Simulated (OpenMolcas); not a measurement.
# Pt²⁺ complex: multiconfigurational calculation

- system: Pt²⁺ with 6 ligands (O; octahedron, 2.209 Å), embedded in CaO by model potentials and point charges, whose field is part of the energies.
- method: state-averaged SS-CASPT2, IPEA shift 0.25, imaginary shift 0.1 hartree, closed shells 5s 5p of the metal and the valence shells of the ligands correlated, active space 8 electrons in the shell 5d, basis ANO-RCC-VDZP on the metal and ANO-RCC-VDZP on the ligands, DKH2 scalar Hamiltonian, spin-orbit coupling by RASSI with atomic mean-field integrals (OpenMolcas)

### The program's output (extracts)
```
--- CASPT2 ---
Orbital specifications:
      -----------------------

      Symmetry species                           1   2
                                                ag  au
      Frozen orbitals                           17  19
      Inactive orbitals                         13  15
      Active orbitals                            5   0
      Secondary orbitals                        46  52
      Deleted orbitals                           0   0
      Number of basis functions                 81  86
Type of calculation                        SS-CASPT2
      Fock operator                              state-specific
      IPEA shift                                 0.25
      Real shift                                 0.00
      Imaginary shift                            0.10
      The input orbitals will be transformed to quasi-canonical
Reference energy:      -18853.1352369673
      E2 (Non-variational):      -1.5999921600
      Shift correction:          -0.0013931732
      E2 (Variational):          -1.6013853332
      Total energy:          -18854.7366223005
      Residual norm:              0.0000000694
      Reference weight:           0.69443
      Contributions to the CASPT2 correlation energy
      Active & Virtual Only:         -0.1387683176
      One Inactive Excited:          -0.2664769933
      Two Inactive Excited:          -1.1947468491
Reference energy:      -18853.0385527801
      E2 (Non-variational):      -1.5930904442
      Shift correction:          -0.0014073577
      E2 (Variational):          -1.5944978018
      Total energy:          -18854.6330505819
      Residual norm:              0.0000003719
      Reference weight:           0.69472
      Contributions to the CASPT2 correlation energy
      Active & Virtual Only:         -0.1344715731
      One Inactive Excited:          -0.2697591635
      Two Inactive Excited:          -1.1888597076
::    CASPT2 Root  1     Total energy: -18854.73662230
::    CASPT2 Root  2     Total energy: -18854.63305058
::    CASPT2 Root  3     Total energy: -18854.63329607
::    CASPT2 Root  4     Total energy: -18854.63311628
::    CASPT2 Root  5     Total energy: -18854.60543222
::    CASPT2 Root  6     Total energy: -18854.60541254
::    CASPT2 Root  7     Total energy: -18854.60541867
::    CASPT2 Root  8     Total energy: -18854.51968160
::    CASPT2 Root  9     Total energy: -18854.51980010
::    CASPT2 Root 10     Total energy: -18854.51974656
--- CASPT2 ---
Orbital specifications:
      -----------------------

      Symmetry species                           1   2
                                                ag  au
      Frozen orbitals                           17  19
      Inactive orbitals                         13  15
      Active orbitals                            5   0
      Secondary orbitals                        46  52
      Deleted orbitals                           0   0
      Number of basis functions                 81  86
Type of calculation                        SS-CASPT2
      Fock operator                              state-specific
      IPEA shift                                 0.25
      Real shift                                 0.00
      Imaginary shift                            0.10
      The input orbitals will be transformed to quasi-canonical
Reference energy:      -18853.0838040154
      E2 (Non-variational):      -1.6188590746
      Shift correction:          -0.0015690607
      E2 (Variational):          -1.6204281353
      Total energy:          -18854.7042321507
      Residual norm:              0.0000001022
      Reference weight:           0.68759
      Contributions to the CASPT2 correlation energy
      Active & Virtual Only:         -0.1389613780
      One Inactive Excited:          -0.2858329399
      Two Inactive Excited:          -1.1940647567
Reference energy:      -18853.0838040151
      E2 (Non-variational):      -1.6188510512
      Shift correction:          -0.0015692182
      E2 (Variational):          -1.6204202694
      Total energy:          -18854.7042242846
      Residual norm:              0.0000001020
      Reference weight:           0.68759
      Contributions to the CASPT2 correlation energy
      Active & Virtual Only:         -0.1389570587
      One Inactive Excited:          -0.2858292010
      Two Inactive Excited:          -1.1940647916
::    CASPT2 Root  1     Total energy: -18854.70423215
::    CASPT2 Root  2     Total energy: -18854.70422428
::    CASPT2 Root  3     Total energy: -18854.66745714
::    CASPT2 Root  4     Total energy: -18854.60004438
::    CASPT2 Root  5     Total energy: -18854.60009303
::    CASPT2 Root  6     Total energy: -18854.60009081
::    CASPT2 Root  7     Total energy: -18854.58649921
::    CASPT2 Root  8     Total energy: -18854.58687016
::    CASPT2 Root  9     Total energy: -18854.58639065
::    CASPT2 Root 10     Total energy: -18854.48849919
::    CASPT2 Root 11     Total energy: -18854.48848805
::    CASPT2 Root 12     Total energy: -18854.48848885
::    CASPT2 Root 13     Total energy: -18854.48882901
::    CASPT2 Root 14     Total energy: -18854.48876064
::    CASPT2 Root 15     Total energy: -18854.43305300
```

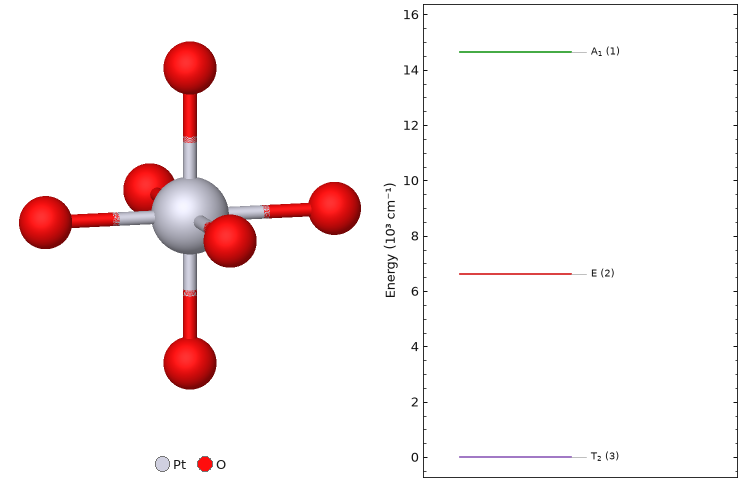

Pt²⁺ (5d⁸) as a dopant in CaO, a cluster with its 6 nearest O²⁻ at 2.209 Å (octahedron) embedded in model potentials and point charges; the geometry was set, not optimised, and its levels. Labels give the representation in O, Td, D4 or D3 as the site allows (double group for half-integer spin) where it could be assigned and, in brackets, the degeneracy; spin-free states, where drawn, share the zero of the spin-orbit levels. The ground level is T₂, 3-fold degenerate, 99 % from states of spin multiplicity 3. The next level lies at 6,610 cm⁻¹ (E).

### Input file
```
&GATEWAY
Basis set
Pt.ANO-RCC-VDZP.
Pt1 0.0 0.0 0.0 Angstrom
End of basis
Basis set
O.ANO-RCC-VDZP.
L1 2.209000 0.000000 0.000000 Angstrom
L2 0.000000 2.209000 0.000000 Angstrom
L3 0.000000 0.000000 2.209000 Angstrom
End of basis
Basis set
Ca.EMB-AIMP.Pascual.13s7p.1s1p.ECP.CaO.
PseudoCharge
* 3 symmetry-unique lattice sites within 7.6 angstrom
End of basis
Basis set
Ca.EMB-AIMP.Pascual.0s.0s.ECP.CaO.
PseudoCharge
* 24 symmetry-unique lattice sites within 7.6 angstrom
End of basis
Basis set
O.EMB-AIMP.Pascual.0s.0s.ECP.CaO.
PseudoCharge
* 31 symmetry-unique lattice sites within 7.6 angstrom
End of basis
Symmetry
XYZ
AngMom=0.0 0.0 0.0
AMFI
RICD
XField
1037 Angstrom 0
* Evjen-weighted lattice charges
&SEWARD
&RASSCF
FileOrb=start.orb
Symmetry=1
Spin=3
nActEl=8 0 0
Inactive=30 34
Ras2=5 0
CIRoot=10 10 1
SDav=10
CIMx=300
Iter=150 100
PrWF=0.3
OrbListing=Nothing
MaxOrb=0
LevShft=1.0
>>> COPY $Project.JobIph JOB001
&RASSCF
FileOrb=start.orb
Symmetry=1
Spin=1
nActEl=8 0 0
Inactive=30 34
Ras2=5 0
CIRoot=15 15 1
SDav=15
CIMx=300
Iter=150 100
PrWF=0.3
OrbListing=Nothing
MaxOrb=0
LevShft=1.0
>>> COPY $Project.JobIph JOB002
&RASSI
NrOfJobIphs=2 10 15
1 2 3 4 5 6 7 8 9 10
1 2 3 4 5 6 7 8 9 10 11 12 13 14 15
IphNames
JOB001
JOB002
EJob
SpinOrbit
DIPRint=1.0
SOCoupling=1000.0
Subsets=2
Property=9
'ANGMOM' 1 'ANGMOM' 2 'ANGMOM' 3 'MLTPL  1' 1 'MLTPL  1' 2 'MLTPL  1' 3
'AMFI' 1 'AMFI' 2 'AMFI' 3
SOProperty=3
'ANGMOM' 1 'ANGMOM' 2 'ANGMOM' 3
>>> COPY JOB001 $Project.JobIph
&CASPT2
Multistate=10 1 2 3 4 5 6 7 8 9 10
NoMult
Frozen=17 19
IPEA=0.25
Imaginary=0.1
MaxIter=60
WThr=0.0 0.3 0.05
PrWF=0.5
NoMix
>>> COPY JOB002 $Project.JobIph
&CASPT2
Multistate=15 1 2 3 4 5 6 7 8 9 10 11 12 13 14 15
NoMult
Frozen=17 19
IPEA=0.25
Imaginary=0.1
MaxIter=60
WThr=0.0 0.3 0.05
PrWF=0.5
NoMix
```

The file start.orb holds starting orbitals from an earlier step. A driver script formed the levels outside the program, from RASSI's spin-orbit matrix and the CASPT2 energies (for multi-state variants, the effective Hamiltonian), averaged over the components of each term or state. The log and the time are those of the CASPT2 step.

Launched with:
```bash
OMP_NUM_THREADS=1 MOLCAS_MEM=2457 MOLCAS_PROJECT=a pymolcas a.inp > a.log  # once for each step of the input, in one work folder
```

### Results in brief

- outcome: converged
- energy of the lowest spin-free term: −18854.73662 hartree
- energy of the lowest spin-orbit level: −18854.74538 hartree
- CASPT2 correlation energy: −1.6014 hartree
- largest spread among components of a term: 105.2 cm⁻¹
- lowest reference weight: 0.680
- hardware: 1 thread of Arm Neoverse V1, 24 GiB of memory available, shared host
- wall time: 1.7 min
- peak memory: 0.61 GiB

### Remarks

The components of ¹T1, which symmetry makes degenerate, are split by 105 cm⁻¹ in CASPT2, and those of 1 more by over 50 cm⁻¹. This is an artefact; the levels of such states rest on averages and are uncertain by about as much. To bear in mind: the geometry is set by hand, with no relaxation.
